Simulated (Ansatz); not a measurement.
Ta: x(Re) = 0.5, 2 atoms, Cmmm

The reference is Ta in the bcc (W type) structure (space group Im-3m, No. 229; a = 3.282 Å).

The other end (x = 1) is Re in the bcc (W type) structure (space group Im-3m, No. 229; a model cell, its experimental status unchecked): 14.68 Å³/atom, gap zero; this end may not be an ambient phase.

Perturbation: a fraction x = 0.5 of the Ta sites is given to Re, ordered in a cell of 2 atoms (starting symmetry Cmmm) and fully relaxed.

All numbers come from PBEsol (Ansatz, a program for electronic structure; PAW; 420 eV plane waves; no spin-orbit coupling). k-mesh 18×18×11 (Γ-centred); smearing 0.05 eV (Fermi–Dirac), for the changed cell.

The volume per atom shrinks by 1.77 Å³ to 15.91 Å³ and the density grows by 2.16 g/cm³ to 19.16 g/cm³. The shortest interatomic distance drops by 12.0 pm, from 284.2 pm to 272.2 pm and the band gap remains zero. The mixing energy is -0.35 eV/atom (to 0.01 eV only: unlike meshes or grids) (against an end that may be hypothetical).

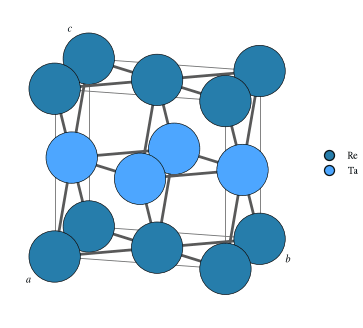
Figure: The relaxed conventional cell after the change

Cost of the whole job for the changed cell (relaxation, final SCF and bands): around 60 core-seconds (rough).

These are small ordered cells, not random alloys; other orderings at the same x differ. Whether these cells are dynamically stable was not tested. All final runs are without spin polarisation. This is not the structure that Re has at room temperature and ambient pressure.
